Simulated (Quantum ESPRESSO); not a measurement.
# GdP (Fm-3m): zone-centre phonons, part 2 of 2

Which modes does GdP (Fm-3m) have at the zone centre?

Quantum ESPRESSO 7.5; DFT LDA, scalar-relativistic, plane waves, JTH PAW pseudopotentials.

So far. Step 2 (A probe with smearing): No gap opens on this mesh, so smearing is kept; the start stands at -5.4 GPa. Step 4 (Ground state): The cell stands at 0.009 GPa, close enough for phonons. The relaxed cell has a = 5.613 Å (conventional setting).

## 5. Zone-centre response

At q = 0 one unit cell holds all displacements; symmetry groups them into irreducible representations that are solved one by one. With smeared occupations no response to a homogeneous field can be asked.

ph.in reads:

```
phonons
 &inputph
    prefix='x',
    outdir='./tmp',
    fildyn='g.dyn',
    tr2_ph=1.0d-18,
    alpha_mix(1)=0.4,
    nmix_ph=8,
 /
0.000000000000 0.000000000000 0.000000000000
```

Command:

```
$ OMP_NUM_THREADS=1 mpirun -n 4 ph.x -nk 4 -in ph.in > ph.out
```

The program printed:

```text
[banners, grids, parts of the stress and lines that vanish by symmetry left out]
[banner, memory and clock lines left out]
Program PHONON v.7.5

     ./tmp/x.save/

     file Gd.upf: wavefunction(s)  5S 6S 5P 0P 5D 0D 4F 0F renormalized
     file P.upf: wavefunction(s)  0S 0P renormalized

     IMPORTANT: XC functional enforced from input :
     Exchange-correlation= PW
                           (   1   4   0   0   0   0   0)
     Any further DFT definition will be discarded
     Please, verify this is what you really want

     G-vector sticks info

     Check: negative core charge=   -0.000002

     negative rho (up, down):  3.601E-04 4.044E-04
     Reading collected, re-writing distributed wavefunctions in ./tmp/

     Number and degeneracy of irreps per q-point
       N         xq(1)         xq(2)         xq(3)   N irreps
       1   0.000000000   0.000000000   0.000000000       2
        3   3

     Calculation of q =    0.0000000   0.0000000   0.0000000

Possibly too few bands at point   19   0.23570   0.00000  -0.00000

Possibly too few bands at point   20   0.29463   0.05893  -0.05893

Possibly too few bands at point   28   0.35355   0.00000   0.00000

Possibly too few bands at point   29   0.41248   0.05893  -0.05893

Possibly too few bands at point   35   0.47140   0.00000  -0.00000

Possibly too few bands at point   36   0.53033   0.05893  -0.05893

     phonons

     bravais-lattice index     =            0
     lattice parameter (alat)  =       7.5004  a.u.
     unit-cell volume          =     298.3533 (a.u.)^3
     number of atoms/cell      =            2
     number of atomic types    =            2
     kinetic-energy cut-off    =      40.0000  Ry
     charge density cut-off    =     200.0000  Ry
     convergence threshold     =      1.0E-18
     beta                      =       0.4000
     number of iterations used =            8
     Exchange-correlation= PW
                           (   1   4   0   0   0   0   0)

     celldm(1)=    7.50036  celldm(2)=    0.00000  celldm(3)=    0.00000
     celldm(4)=    0.00000  celldm(5)=    0.00000  celldm(6)=    0.00000

     crystal axes: (cart. coord. in units of alat)
               a(1) = (  0.0000  0.7071  0.7071 )
               a(2) = (  0.7071  0.0000  0.7071 )
               a(3) = (  0.7071  0.7071  0.0000 )

     reciprocal axes: (cart. coord. in units 2 pi/alat)
               b(1) = ( -0.7071  0.7071  0.7071 )
               b(2) = (  0.7071 -0.7071  0.7071 )
               b(3) = (  0.7071  0.7071 -0.7071 )

     Atoms inside the unit cell:

     Cartesian axes

     site n.  atom      mass           positions (alat units)
        1  Gd    157.2500   tau(    1) = (    0.00000    0.00000    0.00000  )
        2  P      30.9738   tau(    2) = (    0.70711    0.70711    0.70711  )

     Computing dynamical matrix for
                    q = (   0.0000000   0.0000000   0.0000000 )

     49 Sym.Ops. (with q -> -q+G )

     G cutoff =  284.9930  (  14211 G-vectors)     FFT grid: ( 36, 36, 36)
     G cutoff =  227.9944  (  10081 G-vectors)  smooth grid: ( 32, 32, 32)

     number of k points=   144  Marzari-Vanderbilt smearing, width (Ry)=  0.0200

     PseudoPot. # 1 for Gd read from file:
     ./pseudo/Gd.upf
     Pseudo is Projector augmented-wave + core cor, Zval = 18.0
     Shape of augmentation charge: SINC**2
     Using radial grid of 1110 points,  8 beta functions with:
                l(1) =   0
                l(2) =   0
                l(3) =   1
                l(4) =   1
                l(5) =   2
                l(6) =   2
                l(7) =   3
                l(8) =   3
     Q(r) pseudized with 0 coefficients

     PseudoPot. # 2 for P  read from file:
     ./pseudo/P.upf
     Pseudo is Projector augmented-wave + core cor, Zval =  5.0
     Shape of augmentation charge: SINC**2
     Using radial grid of  994 points,  4 beta functions with:
                l(1) =   0
                l(2) =   0
                l(3) =   1
                l(4) =   1
     Q(r) pseudized with 0 coefficients

     Mode symmetry, O_h (m-3m)  point group:

     Atomic displacements:
     There are    2 irreducible representations

     Representation     1      3 modes -  To be done

     Representation     2      3 modes -  To be done

     Alpha used in Ewald sum =   1.9000

     negative rho (up, down):  3.601E-04 4.044E-04

     Representation #   1 modes #   1   2   3

     Self-consistent Calculation
      iter #   1   av.it.:   7.9
      thresh= 1.000E-02 alpha_mix =  0.400 |ddv_scf|^2 =  6.483E-08
      iter #   2   av.it.:  19.2
      thresh= 2.546E-05 alpha_mix =  0.400 |ddv_scf|^2 =  2.519E-09
      iter #   3   av.it.:  19.3
      thresh= 5.019E-06 alpha_mix =  0.400 |ddv_scf|^2 =  1.630E-10
      iter #   4   av.it.:  19.7
      thresh= 1.277E-06 alpha_mix =  0.400 |ddv_scf|^2 =  1.199E-11
      iter #   5   av.it.:  19.7
      thresh= 3.462E-07 alpha_mix =  0.400 |ddv_scf|^2 =  6.409E-14
      iter #   6   av.it.:  19.7
      thresh= 2.532E-08 alpha_mix =  0.400 |ddv_scf|^2 =  9.617E-15
      iter #   7   av.it.:  20.2
      thresh= 9.807E-09 alpha_mix =  0.400 |ddv_scf|^2 =  6.853E-17
      iter #   8   av.it.:  20.9
      thresh= 8.278E-10 alpha_mix =  0.400 |ddv_scf|^2 =  2.168E-18
      iter #   9   av.it.:  20.5
      thresh= 1.473E-10 alpha_mix =  0.400 |ddv_scf|^2 =  3.304E-19

     End of self-consistent calculation

     Convergence has been achieved

     Representation #   2 modes #   4   5   6

     Self-consistent Calculation
      iter #   1   av.it.:  13.0
      thresh= 1.000E-02 alpha_mix =  0.400 |ddv_scf|^2 =  4.140E-06
      iter #   2   av.it.:  20.1
      thresh= 2.035E-04 alpha_mix =  0.400 |ddv_scf|^2 =  5.461E-08
      iter #   3   av.it.:  20.7
      thresh= 2.337E-05 alpha_mix =  0.400 |ddv_scf|^2 =  1.347E-09
      iter #   4   av.it.:  20.9
      thresh= 3.670E-06 alpha_mix =  0.400 |ddv_scf|^2 =  7.349E-11
      iter #   5   av.it.:  21.6
      thresh= 8.572E-07 alpha_mix =  0.400 |ddv_scf|^2 =  6.366E-12
      iter #   6   av.it.:  21.0
      thresh= 2.523E-07 alpha_mix =  0.400 |ddv_scf|^2 =  3.407E-13
      iter #   7   av.it.:  21.1
      thresh= 5.837E-08 alpha_mix =  0.400 |ddv_scf|^2 =  4.318E-15
      iter #   8   av.it.:  21.6
      thresh= 6.571E-09 alpha_mix =  0.400 |ddv_scf|^2 =  1.126E-16
      iter #   9   av.it.:  20.9
      thresh= 1.061E-09 alpha_mix =  0.400 |ddv_scf|^2 =  3.218E-17
      iter #  10   av.it.:  21.6
      thresh= 5.673E-10 alpha_mix =  0.400 |ddv_scf|^2 =  1.407E-19

     End of self-consistent calculation

     Convergence has been achieved

     Number of q in the star =    1
     List of q in the star:
          1   0.000000000   0.000000000   0.000000000

     Diagonalizing the dynamical matrix

     q = (    0.000000000   0.000000000   0.000000000 )

 **************************************************************************
     freq (    1) =      -0.068700 [THz] =      -2.291579 [cm-1]
     freq (    2) =      -0.068700 [THz] =      -2.291579 [cm-1]
     freq (    3) =      -0.068700 [THz] =      -2.291579 [cm-1]
     freq (    4) =       7.047564 [THz] =     235.081421 [cm-1]
     freq (    5) =       7.047564 [THz] =     235.081421 [cm-1]
     freq (    6) =       7.047564 [THz] =     235.081421 [cm-1]
 **************************************************************************

     Mode symmetry, O_h (m-3m)  point group:

     freq (   1-   3) =         -2.3  [cm-1]   --> T_1u G_15  G_4- I
     freq (   4-   6) =        235.1  [cm-1]   --> T_1u G_15  G_4- I
```

The job ended after 7.3 min (4 MPI ranks of Intel Xeon at 2.70GHz, shared host; 29 min of CPU time).

This step gave:

- largest acoustic frequency at the zone centre before the sum rule: -2.29 cm⁻¹
- highest optical zone-centre mode (no LO-TO term): 235.1 cm⁻¹
- lowest optical zone-centre mode: 235.1 cm⁻¹

The acoustic modes at Γ come out as far as 2.3 cm⁻¹ from zero, where they should vanish, a small numerical error.

## 6. Modes with the sum rule

A rigid shift of the crystal must cost nothing, but grids and finite bases break this; the acoustic sum rule is imposed before the matrix is diagonalised again.

dynmat.in reads:

```
 &input
    fildyn='g.dyn',
    asr='simple',
    fileig='dynmat.eig',
 /
```

Command:

```
$ dynmat.x -in dynmat.in > dynmat.out
```

The program printed:

```text
[banner, memory and clock lines left out]
Program DYNMAT v.7.5

     Reading Dynamical Matrix from file g.dyn
     ...Force constants read
     ...epsilon and Z* not read (not found on file)
     A direction for q was not specified:TO-LO splitting will be absent

     Polarizability (A^3 units)
     multiply by 1.000000 for Clausius-Mossotti correction
         0.000000    0.000000    0.000000
         0.000000    0.000000    0.000000
         0.000000    0.000000    0.000000

     IR activities are in (D/A)^2/amu units

# mode   [cm-1]    [THz]      IR
    1     -0.00   -0.0000    0.0000
    2      0.00    0.0000    0.0000
    3      0.00    0.0000    0.0000
    4    235.08    7.0476    0.0000
    5    235.08    7.0476    0.0000
    6    235.08    7.0476    0.0000
```

Run time: 0.72 s. Hardware: 1 thread.

Unit eigenvectors of the mass-weighted matrix after the sum rule; no LO-TO term. Modes at Γ, with each element's share of the kinetic energy:

| mode | frequency (cm⁻¹) | symmetry | Gd % | P % |
| --- | --- | --- | --- | --- |
| 1 | 0.0 | acoustic | 84 | 16 |
| 2 | 0.0 | acoustic | 84 | 16 |
| 3 | 0.0 | acoustic | 84 | 16 |
| 4 | 235.1 | T1u | 16 | 84 |
| 5 | 235.1 | T1u | 16 | 84 |
| 6 | 235.1 | T1u | 16 | 84 |

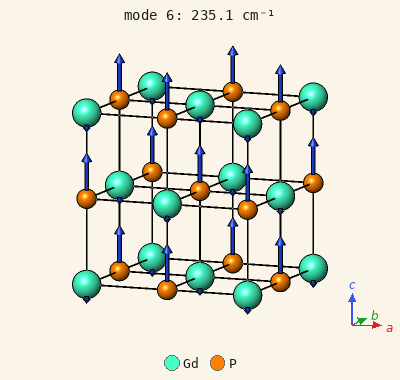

Displacement patterns of mode 6 at Γ; arrows are exaggerated. Some periodic images of atoms are drawn too.

The rule moves no optical mode by more than 0.1 cm⁻¹.

## 7. Sum rules set otherwise (asr crystal)

The rule can be imposed in more than one way; the choices should agree where the raw error is small.

dynmat.in reads:

```
 &input
    fildyn='g.dyn',
    asr='crystal',
    fileig='dynmat.eig',
 /
```

Command:

```
$ dynmat.x -in dynmat.in > dynmat.out
```

The program printed:

```text
[banner, memory and clock lines left out]
Program DYNMAT v.7.5

     Reading Dynamical Matrix from file g.dyn
     ...Force constants read
     ...epsilon and Z* not read (not found on file)
     Acoustic Sum Rule: || Z*(ASR) - Z*(orig)|| =    0.000000E+00
     Acoustic Sum Rule: ||dyn(ASR) - dyn(orig)||=    1.177997E-04
     A direction for q was not specified:TO-LO splitting will be absent

     Polarizability (A^3 units)
     multiply by 1.000000 for Clausius-Mossotti correction
         0.000000    0.000000    0.000000
         0.000000    0.000000    0.000000
         0.000000    0.000000    0.000000

     IR activities are in (D/A)^2/amu units

# mode   [cm-1]    [THz]      IR
    1     -0.00   -0.0000    0.0000
    2     -0.00   -0.0000    0.0000
    3      0.00    0.0000    0.0000
    4    235.06    7.0470    0.0000
    5    235.06    7.0470    0.0000
    6    235.06    7.0470    0.0000
```

Elapsed: 0.75 s, on 1 thread.

Zone-centre frequencies as printed; negative means imaginary. Modes:

| mode | frequency (cm⁻¹) |
| --- | --- |
| 1 | 0 |
| 2 | 0 |
| 3 | 0 |
| 4 | 235.1 |
| 5 | 235.1 |
| 6 | 235.1 |

Against the first rule no mode moves by more than 0.1 cm⁻¹.

## 8. Sum rules set otherwise (asr no)

Without the rule the raw error of the acoustic modes shows.

dynmat.in reads:

```
 &input
    fildyn='g.dyn',
    asr='no',
    fileig='dynmat.eig',
 /
```

Command:

```
$ dynmat.x -in dynmat.in > dynmat.out
```

The program printed:

```text
[banner, memory and clock lines left out]
Program DYNMAT v.7.5

     Reading Dynamical Matrix from file g.dyn
     ...Force constants read
     ...epsilon and Z* not read (not found on file)
     A direction for q was not specified:TO-LO splitting will be absent

     Polarizability (A^3 units)
     multiply by 1.000000 for Clausius-Mossotti correction
         0.000000    0.000000    0.000000
         0.000000    0.000000    0.000000
         0.000000    0.000000    0.000000

     IR activities are in (D/A)^2/amu units

# mode   [cm-1]    [THz]      IR
    1     -2.29   -0.0687    0.0000
    2     -2.29   -0.0687    0.0000
    3     -2.29   -0.0687    0.0000
    4    235.08    7.0476    0.0000
    5    235.08    7.0476    0.0000
    6    235.08    7.0476    0.0000
```

The job ended after 0.69 s (1 thread).

Zone-centre frequencies as printed; negative means imaginary. Modes:

| mode | frequency (cm⁻¹) |
| --- | --- |
| 1 | -2.29 |
| 2 | -2.29 |
| 3 | -2.29 |
| 4 | 235.1 |
| 5 | 235.1 |
| 6 | 235.1 |

Against the first rule no mode moves by more than 2.3 cm⁻¹.

## 9. Outcome

```json
{
  "space group after relaxation": "Fm-3m",
  "volume per atom": "22.1 Å³",
  "highest optical zone-centre mode (no LO-TO term)": "235.1 cm⁻¹",
  "imaginary optical modes at the zone centre (no q mesh in this session)": "none"
}
```

What this shows: At the LDA level the optical modes of GdP (Fm-3m) at the zone centre lie at 235 cm⁻¹. These are harmonic frequencies at zero temperature: anharmonic shifts and linewidths and thermal expansion are left out. Spin-orbit coupling is left out, which can matter for the heavy elements here. In a metal the frequencies hang on the k mesh and the smearing, most of all near Kohn anomalies. Ferromagnetic order was imposed by the small cell and the starting moments; the true order may differ, and with it the frequencies. The structure comes from a database and need not be the phase that is stable at ambient conditions.

[Host names and launcher messages were left out of these logs when they were recorded.]

[Logs are printed without paths, hosts, clocks, repeated set-up lines and the standing remarks that a program may print on its own settings, such as how far it seeks lower states.]

[Hosts, paths, dates, database ids (printed as entryN), source tags and the programs' standing remarks are cut or masked in the printed files.]
